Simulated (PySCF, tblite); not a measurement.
# C₄H₁₄N₂Si: geometry, infrared bands and NMR shifts

Aim: predict the infrared bands and NMR shifts of C₄H₁₄N₂Si (`CC(C)(C)N[SiH2]N`).

Programs: tblite 0.8.0 and PySCF 2.14.0, with density-fitted response routines of our own. Each step states its level of theory. These are calculated values for one molecule in the gas phase, unless marked as measured. Atoms count from 0, in the outputs and in this text.

### Step 1. The molecule as given

21 atoms, charge 0, multiplicity 1; geometry from: force field or distance geometry start.

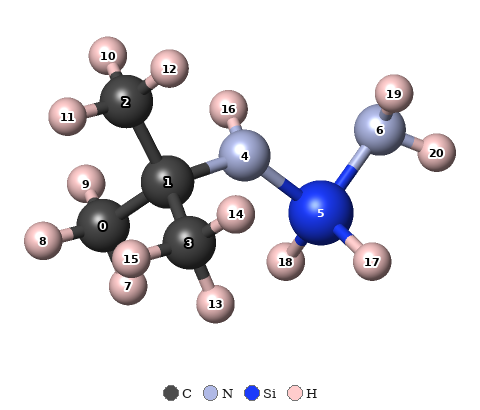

The starting geometry (carbon dark grey, nitrogen light blue, silicon blue, hydrogen pink), atoms numbered.

### Step 2. Geometry optimisation with GFN2-xTB

The job: settings as JSON, then the geometry in Å.

```
{"job": {"kind": "relax", "xc": "GFN2-xTB", "basis": "xTB"}, "charge": 0, "multiplicity": 1}
C     -0.894900    -1.419300     0.869800
C     -0.784800    -0.065000     0.126900
C     -1.864000    -0.006000    -0.944700
C     -1.009000     1.097700     1.113900
N      0.510400     0.045600    -0.549000
Si     2.070300     0.143200     0.056900
N      2.878900     0.200300    -1.423400
H     -0.172000    -1.498300     1.691600
H     -1.896500    -1.536100     1.310400
H     -0.748800    -2.260900     0.192900
H     -1.776900    -0.822800    -1.672700
H     -2.877200    -0.078800    -0.504000
H     -1.832100     0.943000    -1.494000
H     -0.293100     1.064200     1.952900
H     -0.915100     2.071000     0.626700
H     -2.016900     1.043700     1.568000
H      0.561000    -0.657900    -1.282700
H      2.289000     1.411000     0.765300
H      2.437600    -1.082800     0.786300
H      2.479900     0.970100    -1.938400
H      3.845200     0.455100    -1.253100
```

Command:

```
$ OMP_NUM_THREADS=1 python probes_run.py task.json out
```

This one command runs all jobs of the session in turn.

The program printed:

```text
step      E/eV     max force
  0    -634.35290    2.197
  1    -634.47073    0.871
  2    -634.50673    0.495
  3    -634.57144    0.537
  4    -634.60814    0.491
  5    -634.64565    0.401
  6    -634.66946    0.343
  7    -634.68440    0.282
  8    -634.69581    0.269
  9    -634.70672    0.218
 10    -634.71628    0.254
 11    -634.72393    0.172
 12    -634.72888    0.160
 13    -634.73276    0.132
 14    -634.73622    0.149
 15    -634.73894    0.131
 16    -634.74076    0.094
 17    -634.74197    0.090
 18    -634.74310    0.084
 19    -634.74441    0.099
 20    -634.74565    0.072
 21    -634.74664    0.063
 22    -634.74740    0.064
 23    -634.74801    0.074
 24    -634.74851    0.067
 25    -634.74903    0.056
 26    -634.74973    0.078
 27    -634.75076    0.115
 28    -634.75203    0.115
 29    -634.75314    0.076
 30    -634.75393    0.057
 31    -634.75465    0.066
 32    -634.75554    0.101
 33    -634.75640    0.095
 34    -634.75695    0.055
 35    -634.75730    0.041
 36    -634.75764    0.060
 37    -634.75804    0.067
 38    -634.75841    0.053
 39    -634.75869    0.033
 40    -634.75893    0.035
 41    -634.75922    0.049
 42    -634.75950    0.045
 43    -634.75968    0.029
 44    -634.75978    0.020
 45    -634.75985    0.027
 46    -634.75996    0.039
 47    -634.76010    0.047
 48    -634.76028    0.045
 49    -634.76049    0.034
 50    -634.76073    0.042
 51    -634.76096    0.041
 52    -634.76115    0.026
 53    -634.76131    0.026
 54    -634.76145    0.027
 55    -634.76159    0.035
 56    -634.76170    0.027
 57    -634.76178    0.022
 58    -634.76187    0.022
 59    -634.76200    0.029
 60    -634.76216    0.034
 61    -634.76236    0.036
 62    -634.76259    0.037
 63    -634.76289    0.043
 64    -634.76326    0.048
 65    -634.76366    0.051
 66    -634.76397    0.038
 67    -634.76420    0.028
 68    -634.76441    0.039
 69    -634.76467    0.048
 70    -634.76498    0.053
 71    -634.76525    0.035
 72    -634.76546    0.027
 73    -634.76561    0.038
 74    -634.76577    0.034
 75    -634.76594    0.028
 76    -634.76606    0.023
 77    -634.76619    0.031
 78    -634.76640    0.040
 79    -634.76675    0.048
 80    -634.76716    0.042
 81    -634.76747    0.040
 82    -634.76763    0.026
 83    -634.76774    0.029
 84    -634.76790    0.030
 85    -634.76813    0.045
 86    -634.76835    0.028
 87    -634.76848    0.031
 88    -634.76862    0.033
 89    -634.76882    0.036
 90    -634.76916    0.047
 91    -634.76955    0.048
 92    -634.76997    0.060
 93    -634.77035    0.045
 94    -634.77091    0.054
 95    -634.77147    0.043
 96    -634.77166    0.052
 97    -634.77180    0.019
 98    -634.77187    0.020
 99    -634.77193    0.021
100    -634.77199    0.020
101    -634.77205    0.021
102    -634.77211    0.017
103    -634.77217    0.017
104    -634.77222    0.015
105    -634.77227    0.018
106    -634.77232    0.019
107    -634.77239    0.016
108    -634.77246    0.019
109    -634.77254    0.018
110    -634.77261    0.019
111    -634.77267    0.016
112    -634.77272    0.019
113    -634.77276    0.014
114    -634.77280    0.015
115    -634.77286    0.019
116    -634.77293    0.023
117    -634.77302    0.027
118    -634.77310    0.022
119    -634.77318    0.020
120    -634.77325    0.014
121    -634.77329    0.016
122    -634.77333    0.011
123    -634.77336    0.010
```

Wall time 1.6 s (1 thread of Arm Neoverse N1, shared host); peak memory 0.18 GiB.

Along the way: (not every step is listed)

| step | energy from step 0 (eV) | largest force (eV/Å) |
| --- | --- | --- |
| 0 | 0.0000 | 2.1968 |
| 1 | -0.1178 | 0.8710 |
| 2 | -0.1538 | 0.4946 |
| 3 | -0.2185 | 0.5374 |
| 4 | -0.2552 | 0.4913 |
| 5 | -0.2928 | 0.4005 |
| 6 | -0.3166 | 0.3426 |
| 7 | -0.3315 | 0.2821 |
| 8 | -0.3429 | 0.2687 |
| 19 | -0.3915 | 0.0987 |
| 30 | -0.4010 | 0.0569 |
| 41 | -0.4063 | 0.0485 |
| 52 | -0.4083 | 0.0262 |
| 63 | -0.4100 | 0.0428 |
| 74 | -0.4129 | 0.0337 |
| 85 | -0.4152 | 0.0448 |
| 96 | -0.4188 | 0.0522 |
| 107 | -0.4195 | 0.0158 |
| 118 | -0.4202 | 0.0216 |
| 119 | -0.4203 | 0.0198 |
| 120 | -0.4203 | 0.0144 |
| 121 | -0.4204 | 0.0157 |
| 122 | -0.4204 | 0.0114 |
| 123 | -0.4205 | 0.0097 |

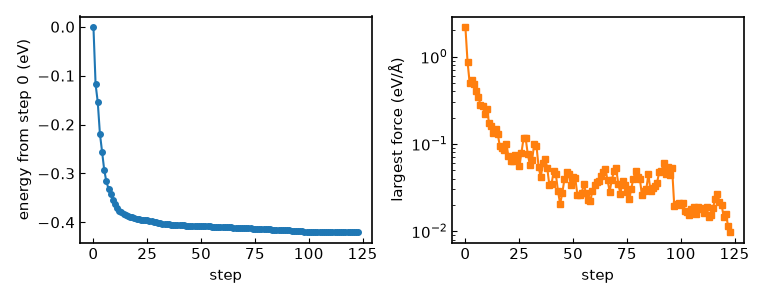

Energy and force, step by step.

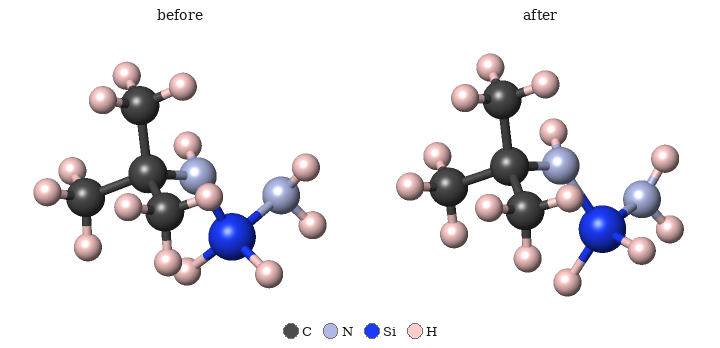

Before and after, at one scale.

Close pairs (by a distance rule), those that changed most:

| bond | before (Å) | after (Å) | change (Å) |
| --- | --- | --- | --- |
| Si5–N6 | 1.688 | 1.729 | +0.041 |
| N4–Si5 | 1.676 | 1.716 | +0.039 |
| C2–H11 | 1.107 | 1.087 | -0.020 |
| C3–H15 | 1.107 | 1.087 | -0.019 |
| C3–H13 | 1.103 | 1.086 | -0.018 |
| C1–N4 | 1.465 | 1.449 | -0.016 |
| C1–C3 | 1.542 | 1.527 | -0.015 |
| C0–H8 | 1.100 | 1.087 | -0.013 |

The final coordinates are the input of the step that follows.

### Step 3. Vibrational analysis with GFN2-xTB

The job: settings as JSON, then the geometry in Å.

```
{"job": {"kind": "ir", "xc": "GFN2-xTB", "basis": "xTB"}, "charge": 0, "multiplicity": 1}
C     -0.902422    -1.491370     0.759608
C     -0.824920    -0.102980     0.107422
C     -1.978591     0.061189    -0.890900
C     -0.932547     0.972034     1.185974
N      0.420307     0.051494    -0.617776
Si     1.957513     0.418789     0.049527
N      3.027323     0.079035    -1.265715
H     -0.084513    -1.610155     1.465889
H     -1.845244    -1.617738     1.286558
H     -0.818176    -2.269437     0.003345
H     -1.927497    -0.706798    -1.660513
H     -2.938368    -0.018309    -0.386575
H     -1.915795     1.034459    -1.371659
H     -0.161480     0.831133     1.937499
H     -0.809533     1.956780     0.744379
H     -1.905310     0.921330     1.669070
H      0.444837    -0.575508    -1.410029
H      1.925105     1.818256     0.504553
H      2.455693    -0.435576     1.138840
H      2.797335     0.479370    -2.161412
H      4.007362     0.220945    -1.088556
```

The program printed:

```text
mode    cm-1     km/mol
  1      54.0      0.49
  2      84.5      0.67
  3     149.5      0.63
  4     186.6      0.01
  5     208.6     10.76
  6     230.2      5.86
  7     239.8      2.59
  8     269.9      0.98
  9     311.3      0.83
 10     328.1      1.87
 11     403.9      9.86
 12     418.7     20.03
 13     471.2      6.97
 14     527.9     21.84
 15     545.0    112.81
 16     595.7    109.87
 17     623.5    175.64
 18     737.2     93.23
 19     770.6    110.27
 20     822.7     96.72
 21     843.1     85.95
 22     875.9    176.87
 23     897.6    169.82
 24     942.6      3.60
 25     953.7      1.98
 26     958.2      0.02
 27    1029.4      2.67
 28    1030.6      3.77
 29    1062.0     70.69
 30    1195.7     18.66
 31    1228.8     38.30
 32    1265.4    168.30
 33    1361.0    117.35
 34    1395.3      6.97
 35    1398.1     10.88
 36    1419.5      1.04
 37    1481.3      0.09
 38    1493.3      0.51
 39    1494.5      0.34
 40    1496.8      2.27
 41    1500.4      1.69
 42    1512.9      2.35
 43    1544.2     40.58
 44    2140.7    508.81
 45    2185.8    193.24
 46    3019.9      3.70
 47    3024.9     55.84
 48    3028.7     10.11
 49    3032.0     16.13
 50    3037.9     71.48
 51    3040.0     59.38
 52    3040.9      7.20
 53    3048.1     60.30
 54    3051.9     40.96
 55    3425.7      9.11
 56    3480.2      2.14
 57    3521.4      3.13
```

It took 1.4 s on 1 thread of Arm Neoverse N1, shared host; peak memory 0.18 GiB.

Which atoms move in the most intense modes:

| cm⁻¹ | km/mol | atoms |
| --- | --- | --- |
| 545 | 112.8 | H17 23 %, H18 22 %, N4 19 %, H19 10 % |
| 624 | 175.6 | H20 25 %, H18 24 %, N6 17 %, H19 15 % |
| 876 | 176.9 | N6 28 %, Si5 26 %, H19 17 % |
| 898 | 169.8 | Si5 28 %, N6 22 %, H20 16 % |
| 1265 | 168.3 | C1 55 %, N4 15 % |
| 1361 | 117.3 | H16 49 %, C1 20 %, N4 17 % |
| 2141 | 508.8 | H17 55 %, H18 41 % |
| 2186 | 193.2 | H18 56 %, H17 42 % |

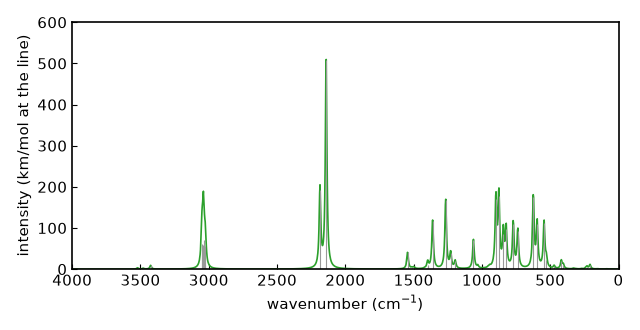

The infrared spectrum from these modes, unscaled. Lines are broadened to a width of 14 cm⁻¹ (Lorentzian).

### Step 4. NMR shieldings: PBE0/pcSseg-1

The job, as its differences from that of step 3:

```diff
@@ -1,2 +1,2 @@
-{"job": {"kind": "ir", "xc": "GFN2-xTB", "basis": "xTB"}, "charge": 0, "multiplicity": 1}
+{"job": {"kind": "nmr", "xc": "PBE0", "basis": "pcSseg-1"}, "charge": 0, "multiplicity": 1}
 C     -0.902422    -1.491370     0.759608
```

With the program's defaults for keys left out, this is: GIAO PBE0/pcSseg-1 NMR shielding, non-relativistic, gas phase.

The program printed:

```text
coarse grid: 16776 points
cycle   1  E = -559.2744693782  dE =  5.608e-01  |g| = 6.346e-01  |ddm| = 3.855e+00
cycle   2  E = -559.2260304518  dE =  4.844e-02  |g| = 7.931e-01  |ddm| = 1.275e+00
cycle   3  E = -559.3674494210  dE = -1.414e-01  |g| = 7.214e-02  |ddm| = 7.888e-01
cycle   4  E = -559.3684464150  dE = -9.970e-04  |g| = 2.863e-02  |ddm| = 8.731e-02
cycle   5  E = -559.3686258518  dE = -1.794e-04  |g| = 5.383e-03  |ddm| = 2.625e-02
cycle   6  E = -559.3686307920  dE = -4.940e-06  |g| = 2.540e-03  |ddm| = 6.535e-03
final grid: 153952 points
cycle   7  E = -559.4058574623  dE = -5.841e-05  |g| = 1.094e-02  |ddm| = 4.022e-02
cycle   8  E = -559.4058406330  dE =  1.683e-05  |g| = 1.404e-02  |ddm| = 2.118e-02
cycle   9  E = -559.4058853500  dE = -4.472e-05  |g| = 7.788e-04  |ddm| = 1.187e-02
cycle  10  E = -559.4058854661  dE = -1.160e-07  |g| = 2.913e-04  |ddm| = 8.283e-04
cycle  11  E = -559.4058854851  dE = -1.898e-08  |g| = 5.394e-05  |ddm| = 2.877e-04
cycle  12  E = -559.4058854856  dE = -5.405e-10  |g| = 2.424e-05  |ddm| = 7.216e-05
converged SCF energy = -559.4058854856

GIAO shielding tensors (ppm)
atom      isotropic    diamagn.    paramagn.     s11        s22        s33       span
  0 C      151.580     248.502     -96.922    130.456    139.938    184.345     53.889
  1 C      136.811     238.410    -101.599    121.377    132.436    156.621     35.244
  2 C      149.841     247.576     -97.735    128.692    134.920    185.912     57.220
  3 C      155.240     249.670     -94.430    138.953    144.471    182.297     43.343
  4 N      204.152     325.462    -121.310    152.840    195.533    264.084    111.244
  5 Si     389.710     881.217    -491.507    360.709    373.352    435.070     74.362
  6 N      260.468     315.809     -55.341    221.064    263.540    296.801     75.737
  7 H       30.087      31.731      -1.644     26.639     28.761     34.862      8.223
  8 H       30.536      31.440      -0.904     26.718     27.935     36.954     10.236
  9 H       30.654      31.720      -1.066     27.852     28.268     35.842      7.990
 10 H       30.652      31.441      -0.790     27.558     28.450     35.947      8.388
 11 H       30.628      31.011      -0.383     26.894     28.037     36.953     10.059
 12 H       30.338      30.974      -0.636     27.220     28.159     35.634      8.414
 13 H       30.491      32.359      -1.868     26.913     28.902     35.657      8.744
 14 H       30.274      32.031      -1.757     27.216     27.760     35.846      8.630
 15 H       30.527      31.563      -1.036     26.894     28.276     36.411      9.517
 16 H       31.726      36.962      -5.236     23.252     32.238     39.689     16.437
 17 H       26.365      31.179      -4.815     22.259     25.950     30.885      8.626
 18 H       26.403      30.730      -4.327     22.838     25.219     31.152      8.314
 19 H       31.789      31.566       0.223     24.016     29.525     41.825     17.810
 20 H       31.887      28.503       3.384     24.362     26.878     44.421     20.059
```

Wall time 76 s (1 thread of Arm Neoverse N1, shared host); peak memory 0.87 GiB.

The references, computed at this level on geometries of the same kind, shield at (ppm): ¹H TMS 31.72, ¹³C TMS 186.9, ²⁹Si TMS 349.2, ¹⁵N NH3 267.7. Their shielding less the atom's gives the shift. The references are single molecules in the gas phase, so shifts against H2O, NH3, PH3, H3PO4 or CFCl3 are not on the usual liquid scales and can be off by tens of ppm. Atoms listed in one row are averaged.

| atoms | environment | σ (ppm) | δ (ppm) | δ scaled to CDCl3 |
| --- | --- | --- | --- | --- |
| C1 | fully substituted sp3 carbon bonded to N | 136.8 | 50.1 | 47.0 |
| C0, C2, C3 | methyl carbon | 152.2 | 34.7 | 32.0 |
| H17, H18 | hydrogen on a silicon bonded to 2 N | 26.38 | 5.33 | – |
| H7, H8, H9, H10, H11 and 4 more | hydrogen on a methyl carbon | 30.47 | 1.25 | 1.29 |
| H16 | hydrogen on a nitrogen bonded to C, Si | 31.73 | -0.01 | – |
| H19, H20 | hydrogen on a nitrogen bonded to Si | 31.84 | -0.12 | – |
| N4 | nitrogen bonded to C, Si, H | 204.2 | 63.6 | – |
| N6 | nitrogen bonded to Si, 2 H | 260.5 | 7.3 | – |
| Si5 | silicon bonded to 2 N, 2 H | 389.7 | -40.6 | – |

The scaled column applies a straight-line fit of computed shieldings to shifts measured in CDCl3 (root-mean-square error 0.16 ppm for H, 1.9 ppm for C).

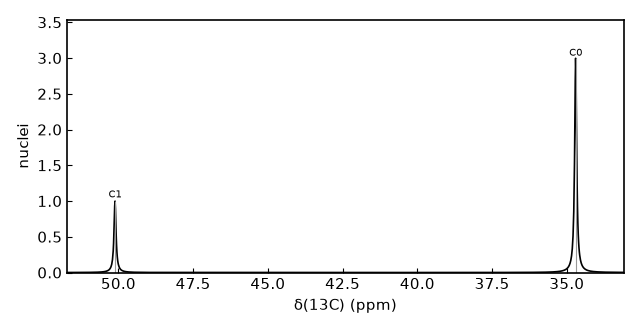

¹³C lines at the computed shifts, without couplings. Lines are broadened to a width of 0.08 ppm (Lorentzian).

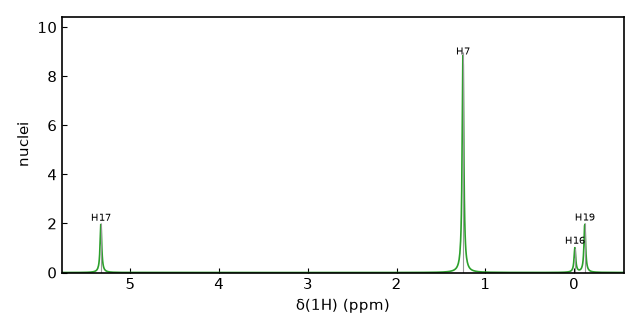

¹H lines at the computed shifts, without couplings. Lines are broadened to a width of 0.02 ppm (Lorentzian).

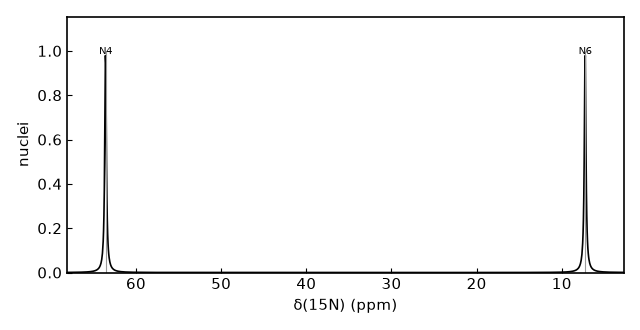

¹⁵N lines at the computed shifts, without couplings. Lines are broadened to a width of 0.23 ppm (Lorentzian).

Charges from the same density, by scheme (e):

| atoms | Mulliken | IAO | Hirshfeld | ESP fit |
| --- | --- | --- | --- | --- |
| C0, C2, C3 | -0.16 | -0.42 | -0.12 | -0.57 |
| C1 | -0.36 | 0.17 | 0.07 | 0.75 |
| N4 | -0.61 | -0.69 | -0.24 | -0.85 |
| Si5 | 0.82 | 1.01 | 0.38 | 0.80 |
| N6 | -0.63 | -0.84 | -0.32 | -1.04 |

Mulliken charges:

C0 -0.14; C1 -0.36; C2 -0.15; C3 -0.19; N4 -0.61; Si5 0.82; N6 -0.63; H7 0.11; H8 0.10; H9 0.10; H10 0.10; H11 0.10; H12 0.11; H13 0.12; H14 0.12; H15 0.11; H16 0.19; H17 -0.14; H18 -0.14; H19 0.18; H20 0.19

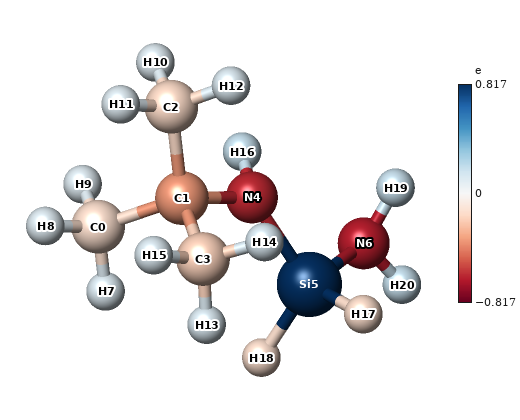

Mulliken charges, as colours on the atoms.

Mayer bond orders: C0–C1 1.01, C1–C2 1.01, C1–C3 1.02, C1–N4 0.93, N4–Si5 0.99, Si5–N6 1.03.

The fields below are evaluated on a grid from the run's orbitals.

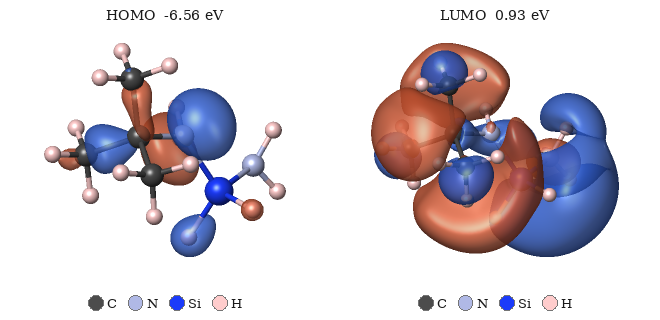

Frontier orbitals at PBE0/pcSseg-1; each surface holds 70 % of the orbital's density, blue and red mark the sign.

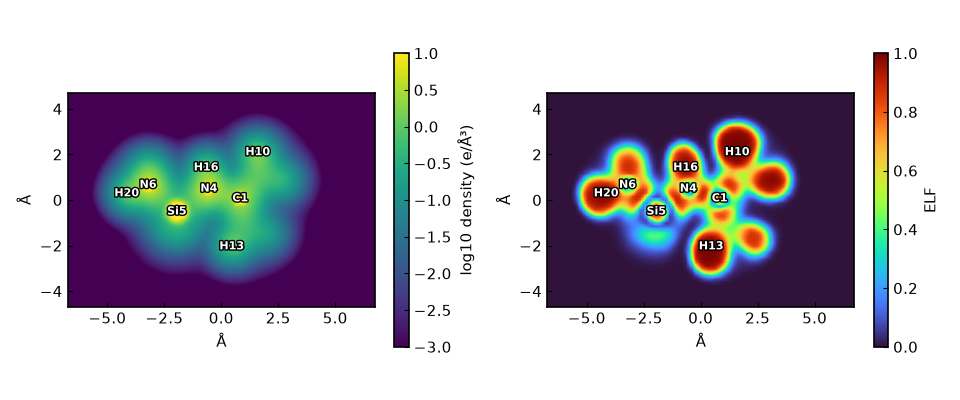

Density (left) and ELF (right) in a plane through or near 8 of the atoms.

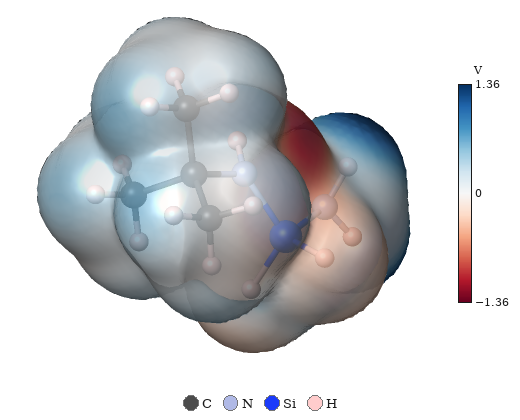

Electrostatic potential on the surface of density 0.002 e/bohr³; red is low, blue high. It runs from -1.35 V near N6 to 1.36 V near H20.

### Step 5. What came out

| quantity | value |
| --- | --- |
| strongest single infrared mode (GFN2-xTB) | 2141 cm⁻¹, 509 km/mol |
| zero-point energy (GFN2-xTB) | 112.1 kcal/mol |
| ¹³C shifts against TMS (PBE0/pcSseg-1, means over atoms taken as alike) | 50.1, 34.7 ppm |
| ¹H shifts against TMS (PBE0/pcSseg-1, means over atoms taken as alike) | 5.33, 1.25, -0.01, -0.12 ppm |
| ¹⁵N shifts against NH3 (PBE0/pcSseg-1) | 63.6, 7.3 ppm |
| ²⁹Si shifts against TMS (PBE0/pcSseg-1) | -40.6 ppm |
| surface potential, least and greatest | -1.35 V and 1.36 V |

The optimisation took 123 steps and gained 0.420 eV; among the close pairs (by a distance rule), Si5–N6 changed most, from 1.688 to 1.729 Å. No mode is imaginary among the 57: a minimum at this level. The strongest single mode, at 2141 cm⁻¹, moves mainly H17 and H18. GFN2-xTB is a fitted tight-binding method: band positions and strengths are rough. Its intensities can rank the bands wrongly. At PBE0/pcSseg-1: The largest span, 111 ppm, is at N4, where the paramagnetic term is -121 ppm.
